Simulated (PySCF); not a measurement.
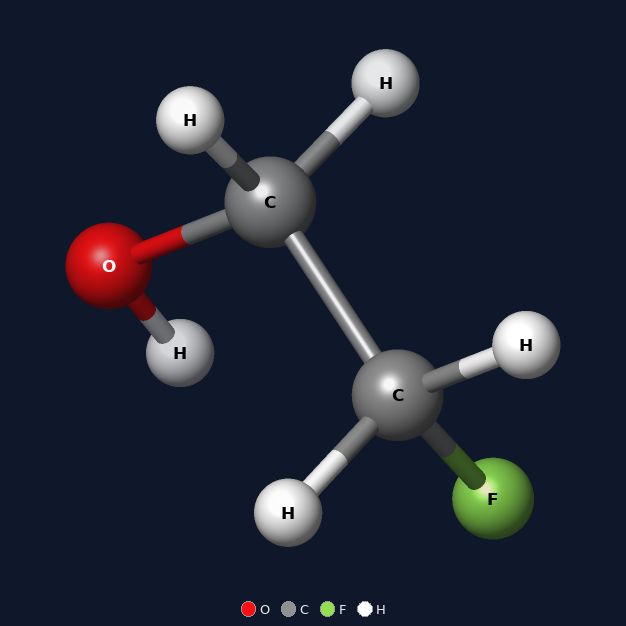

The computed structure is the end point of a PBE0-D3(BJ)/def2-SVP optimisation. No frequency run is at hand to confirm it as a minimum. Program: PySCF 2.14.0.

Tabulate HOMO–LUMO gap (eV), lowest singlet excitation (eV), dipole (D) at these levels: B3LYP/def2-SVPD; BHandHLYP/def2-SVPD; CAM-B3LYP/def2-SVPD; HF/def2-SVPD; LC-wPBE/def2-SVPD; LDA/def2-SVPD; PBE/def2-SVPD; PBE0/6-31G*; PBE0/def2-SVP; PBE0/def2-SVPD; PBE0/def2-TZVP; ωB97X-D/def2-SVPD.

| level | HOMO–LUMO gap (eV) | lowest singlet excitation (eV) | dipole (D) |
| --- | --- | --- | --- |
| B3LYP/def2-SVPD | 8.33 | 7.19 | 1.60 |
| BHandHLYP/def2-SVPD | 11.02 | 8.03 | 1.69 |
| CAM-B3LYP/def2-SVPD | 11.02 | 7.50 | 1.66 |
| HF/def2-SVPD | 15.08 | 9.19 | 1.78 |
| LC-wPBE/def2-SVPD | 13.44 | 7.98 | 1.67 |
| LDA/def2-SVPD | 6.50 | 6.61 | 1.53 |
| PBE/def2-SVPD | 6.45 | 6.55 | 1.47 |
| PBE0/6-31G* | 10.40 | 8.48 | 1.36 |
| PBE0/def2-SVP | 9.85 | 8.15 | 1.39 |
| PBE0/def2-SVPD | 8.89 | 7.44 | 1.57 |
| PBE0/def2-TZVP | 9.41 | 7.74 | 1.43 |
| ωB97X-D/def2-SVPD | 12.52 | 7.77 | 1.62 |
